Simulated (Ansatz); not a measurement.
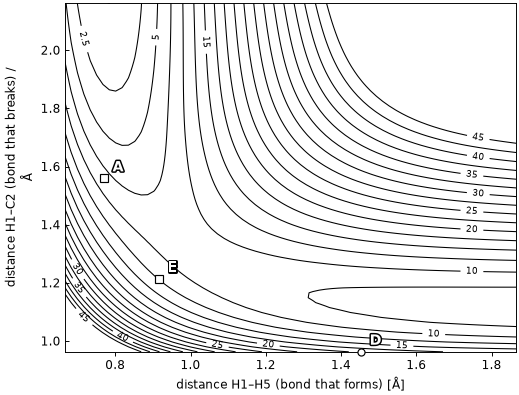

The reacting system CH7OSi (fragments CH₆OSi + H where the first distance is long, H₂ + CH₅OSi where the second is long), spin multiplicity 2. The first coordinate is: distance H1–H5 (bond that forms); the second: distance H1–C2 (bond that breaks). Relaxed at each point: all other coordinates. The grid has 8 × 8 points. Points are written as (first, second). Energies: kcal/mol, counted from the lowest grid point. Level of theory: UKS B3LYP-D4/def2-SVP (Ansatz).

The picture shows contour lines labelled in kcal/mol (none above 45), lettered points. Between grid points the surface is interpolated.

> Is A the lowest point of the computed grid?

No. A lies 8.4 kcal/mol above the lowest grid point, which is at (0.771 Å, 2.163 Å).

> Rank the lettered points by energy, lowest first.

A (8.4 kcal/mol), E (12.3 kcal/mol), D (19.5 kcal/mol).
